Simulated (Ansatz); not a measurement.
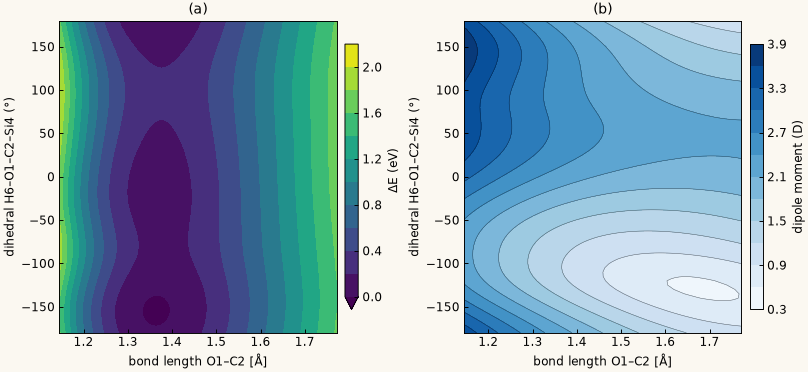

CH3FOSSi, SMILES OC1S[SiH]1F. Coordinates scanned: (1) bond length O1–C2; (2) dihedral H6–O1–C2–Si4. Nothing is relaxed (all other coordinates rigid). The scan uses an 11 × 12 grid. Points are written as (first, second). Energies: eV, counted from the lowest grid point. Computed with RKS PBE0-D4/def2-SVP (Ansatz 0.2.0).

Panel (a) is the energy and panel (b) the computed dipole moment on the same grid.

Drawn: filled contours. Between grid points the surface is interpolated.

How does the dipole moment vary over the map, and what is it at the lowest grid point?

Answer. Leaving out the highest fifth of the energies, it runs from 0.57 D at (1.647 Å, −120°) to 3.38 D at (1.208 Å, 150°). At the lowest grid point, (1.396 Å, −150°), it is 1.54 D.

```tsv
dihedral H6–O1–C2–Si4 ↓, bond length O1–C2 →	1.145	1.208	1.270	1.333	1.396	1.459	1.521	1.584	1.647	1.709	1.772
150	3.80	3.38	3.01	2.68	2.38	2.12	1.91	1.73	1.58	1.47	1.40
120	3.69	3.31	2.98	2.70	2.45	2.24	2.08	1.94	1.84	1.76	1.71
90	3.50	3.18	2.91	2.67	2.48	2.32	2.20	2.10	2.03	1.99	1.96
60	3.49	3.19	2.93	2.72	2.54	2.40	2.29	2.21	2.16	2.13	2.12
30	3.41	3.11	2.86	2.64	2.47	2.34	2.24	2.17	2.14	2.12	2.13
0	3.08	2.79	2.55	2.34	2.18	2.07	1.99	1.95	1.94	1.95	1.98
−30	2.64	2.35	2.11	1.91	1.77	1.67	1.62	1.60	1.62	1.66	1.72
−60	2.31	2.00	1.75	1.54	1.39	1.29	1.24	1.23	1.26	1.32	1.40
−90	2.21	1.88	1.59	1.34	1.14	1.00	0.91	0.87	0.89	0.95	1.04
−120	2.36	2.00	1.69	1.39	1.14	0.92	0.74	0.62	0.57	0.60	0.68
−150	2.87	2.49	2.15	1.83	1.54	1.29	1.06	0.88	0.74	0.66	0.65
−180	3.48	3.08	2.71	2.37	2.07	1.79	1.56	1.36	1.20	1.08	1.01
```
